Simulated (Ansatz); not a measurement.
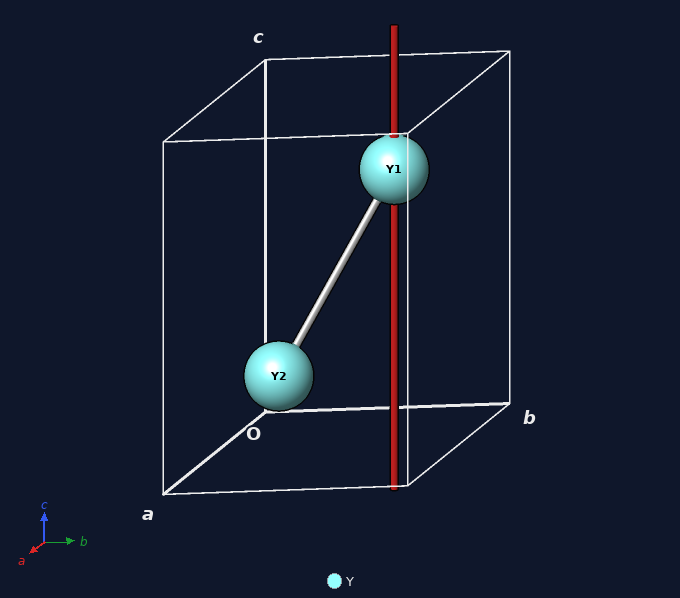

For Y, the geometry relaxed at fixed volume with Ansatz 0.2.0, DFT r2SCAN, scalar-relativistic, plane waves, PAW: the coloured rod is the axis of a symmetry operation of the crystal. Symmetry computed with spglib at a tolerance of 0.002 Å; standard conventional cell.

a = 3.672 Å, b = 3.672 Å, c = 5.674 Å, α = 90.00°, β = 90.00°, γ = 120.00°.

| atom | x | y | z |
| --- | --- | --- | --- |
| Y1 | 0.3333 | 0.6667 | 0.7500 |
| Y2 | 0.6667 | 0.3333 | 0.2500 |

Take the operation x, y, z → −x+y, −x+1, z.

Question: What kind of operation is it, and where does it lie?

Answer: It is a 3-fold rotation, about the line along [0 0 1] through (1/3, 2/3, 1/2).

Question: Onto which atom does it carry each atom (up to whole multiples of a, b and c)?

Answer: Y1 → Y1, Y2 → Y2.
